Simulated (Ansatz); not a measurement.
**One shape, several levels: SiH2O (oxosilane)**

We compute a comparison of 6 runs (HF/STO-3G, B3LYP/STO-3G, BLYP/STO-3G, SVWN5/STO-3G, r2SCAN/STO-3G, r2SCAN0/STO-3G) of SiH2O (oxosilane). 

The calculation is run with Ansatz 0.2.0.

61 further runs of the same task are left out: 9 that didn't finish, 52 set aside as unsound or not needed.

### 1 The system as given

SiH2O has 4 atoms, charge 0, and is taken as a singlet. SMILES: `O=[SiH2]`. The Si2–O1 distance was set to 3.032 Å, away from the relaxed value. At this shape a bond of the SMILES string is far longer than usual.

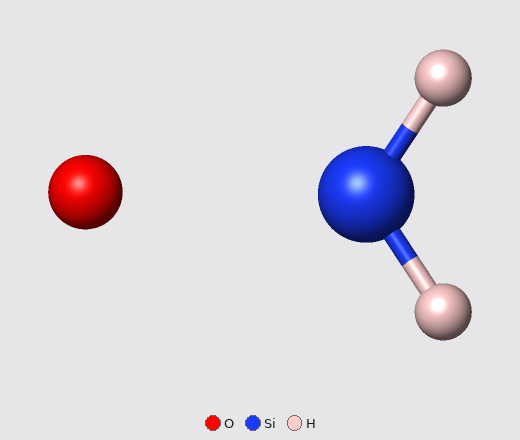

The structure, seen from a chosen angle (oxygen red, silicon blue, hydrogen pink).

### 2 A single-point energy at HF/STO-3G (run 1)

Input file molecule.yaml:

```yaml
crystal:
  periodic: [false, false, false]
  atoms:
    - {symbol: O, position_ang: [-0.559699, 0.817199, 2.904097]}
    - {symbol: Si, position_ang: [-0.006700, 0.009800, 0.034900]}
    - {symbol: H, position_ang: [0.439900, -1.346000, -0.376200]}
    - {symbol: H, position_ang: [-0.150000, 0.922700, -1.128300]}
basis:
  gaussian: {orbitals: STO-3G}
hamiltonian: {xc: hf}
accuracy: high
```

The run is started by

```sh
$ ansatz run molecule.yaml --threads 1 --pin off --max-ram 2610MiB --events-out events.jsonl --progress --plain --runs-dir runs
```

Standard output:

```text
Warning: RAYON_NUM_THREADS=1 ignored (pool sized by the plan → 1); use --threads N
Functional definition: HF
  name "HF"
  exchange = exact_x
  correlation = 0
248 factors; integrals over basis functions are off by at most 2.6e-8 eV
mean field evaluation 1: about -9768.0799 eV, gradient 3.1e1 eV
mean field evaluation 2: about -9768.0739 eV, gradient 3.1e1 eV
mean field evaluation 4: about -9765.3016 eV, gradient 2.2e1 eV
mean field evaluation 8: about -9801.2125 eV, gradient 1.9e1 eV
mean field evaluation 16: about -9804.7703 eV, gradient 3.8e-8 eV
mean field evaluation 32: about -9804.7188 eV, gradient 7.1e-1 eV
mean field evaluation 64: about -9804.3566 eV, gradient 3.3e-2 eV
mean field -9804.77033918 eV, -360.3186640528 hartree, gradient 3.8e-8 eV, S^2 0.000000; 3 other end points of the search recorded, 0 dependent functions left out
reference -9804.77033918 eV, -360.3186640528 hartree; 12, 12 occupied and 4, 4 virtual orbitals, 248 factors
Total energy: -9804.77033918 eV, -360.3186640528 hartree
```

Run time: 0.12 s. Hardware: 1 thread of Arm Neoverse V1, shared host.

### 3 A single-point energy at B3LYP/STO-3G (run 2)

Input file in.yaml:

```yaml
crystal:
  periodic: [false, false, false]
  atoms:
    - {symbol: O, position_ang: [-0.559699, 0.817199, 2.904097]}
    - {symbol: Si, position_ang: [-0.006700, 0.009800, 0.034900]}
    - {symbol: H, position_ang: [0.439900, -1.346000, -0.376200]}
    - {symbol: H, position_ang: [-0.150000, 0.922700, -1.128300]}
basis:
  gaussian:
    orbitals: STO-3G
total_charge: 0
magnetization:
  spin_polarized: false
hamiltonian:
  xc: {name: B3LYP}
accuracy: high
```

The run is started by

```sh
$ ansatz run in.yaml --threads 1 --pin off --max-ram 2610MiB --events-out events.jsonl --progress --plain --runs-dir runs
```

Standard output:

```text
Warning: RAYON_NUM_THREADS=1 ignored (pool sized by the plan → 1); use --threads N
Functional definition: B3LYP
  name "B3LYP"
  parameter a0 = 0.2
  parameter ax = 0.72
  parameter ac = 0.81
  exchange = (1 - a0 - ax)*slater_x + ax*b88_x + a0*exact_x
  correlation = (1 - ac)*vwn_rpa_c + ac*lyp_c
248 factors; integrals over basis functions are off by at most 2.6e-8 eV
mean field evaluation 1: about -9794.0262 eV, gradient 4.8e1 eV
mean field evaluation 2: about -9339.0358 eV, gradient 4.5e1 eV
mean field evaluation 4: about -9786.4006 eV, gradient 2.1e1 eV
mean field evaluation 8: about -9827.4363 eV, gradient 4.9e-1 eV
mean field evaluation 16: about -9827.4259 eV, gradient 2.6e-8 eV
mean field -9827.42586285 eV, -361.1512391911 hartree, gradient 2.6e-8 eV, S^2 0.000000; 4 other end points of the search recorded, 0 dependent functions left out
reference -9827.42588753 eV, -361.1512400981 hartree; 12, 12 occupied and 4, 4 virtual orbitals, 248 factors
Total energy: -9827.42588753 eV, -361.1512400981 hartree
```

Wall time 1.1 s (1 thread of Arm Neoverse V1, shared host).

Runs 3 to 5 aren't shown in full; the table further down has their settings and results.

### 4 A single-point energy at r2SCAN0/STO-3G (run 6)

Input file run.yaml:

```yaml
crystal:
  periodic: [false, false, false]
  atoms:
    - {symbol: O, position_ang: [-0.559699, 0.817199, 2.904097]}
    - {symbol: Si, position_ang: [-0.006700, 0.009800, 0.034900]}
    - {symbol: H, position_ang: [0.439900, -1.346000, -0.376200]}
    - {symbol: H, position_ang: [-0.150000, 0.922700, -1.128300]}
basis:
  gaussian:
    orbitals: STO-3G
hamiltonian:
  xc: {name: r2SCAN0}
accuracy: high
```

The run is started by

```sh
$ ansatz run run.yaml --threads 1 --pin off --max-ram 2610MiB --events-out events.jsonl --progress --plain --runs-dir runs
```

Standard output:

```text
Warning: RAYON_NUM_THREADS=1 ignored (pool sized by the plan → 1); use --threads N
Functional definition: r2SCAN0
  name "r2SCAN0"
  parameter a = 0.25
  parameter k0 = 0.174
  parameter k1 = 0.065
  parameter a1 = 4.9479
  exchange = (1 - a)*r2scan_x(k0 = k0, k1 = k1, a1 = a1) + a*exact_x
  correlation = r2scan_c
248 factors; integrals over basis functions are off by at most 2.6e-8 eV
mean field evaluation 1: about -9792.0193 eV, gradient 4.3e1 eV
mean field evaluation 2: about -9339.9875 eV, gradient 5.5e1 eV
mean field evaluation 4: about -9805.5280 eV, gradient 5.2e1 eV
mean field evaluation 8: about -9825.7017 eV, gradient 2.9e-1 eV
mean field evaluation 16: about -9825.6870 eV, gradient 2.2e-4 eV
mean field evaluation 32: about -9825.6858 eV, gradient 2.9e-1 eV
mean field -9825.68696388 eV, -361.0873358329 hartree, gradient 1.0e-8 eV, S^2 0.000000; 4 other end points of the search recorded, 0 dependent functions left out
reference -9825.68696414 eV, -361.0873358424 hartree; 12, 12 occupied and 4, 4 virtual orbitals, 248 factors
Total energy: -9825.68696414 eV, -361.0873358424 hartree
```

Run time: 2.6 s. Hardware: 1 thread of Arm Neoverse V1, shared host; peak memory 0.12 GiB.

### 5 Overview of the runs

```tsv
run	level	energy (Eh)	wall time
1	HF/STO-3G	-360.318664	0.12 s
2	B3LYP/STO-3G	-361.151240	1.1 s
3	BLYP/STO-3G	-361.106129	1.3 s
4	SVWN5/STO-3G	-359.375688	0.74 s
5	r2SCAN/STO-3G	-361.090054	2.8 s
6	r2SCAN0/STO-3G	-361.087336	2.6 s
```

### 6 Outcome

| quantity | value |
| --- | --- |
| run 6: total energy | -361.08734 Eh |

**Reading.** Totals of different functionals can't be ranked against each other. In runs 1, 2, 3, 4, 5, 6 the basis is minimal, so the values are rough. In runs 1, 2, 3, 4, 5, 6 a closed-shell determinant meets a far-stretched bond, which it describes badly. All runs together took 8.7 s, the longest 2.8 s.
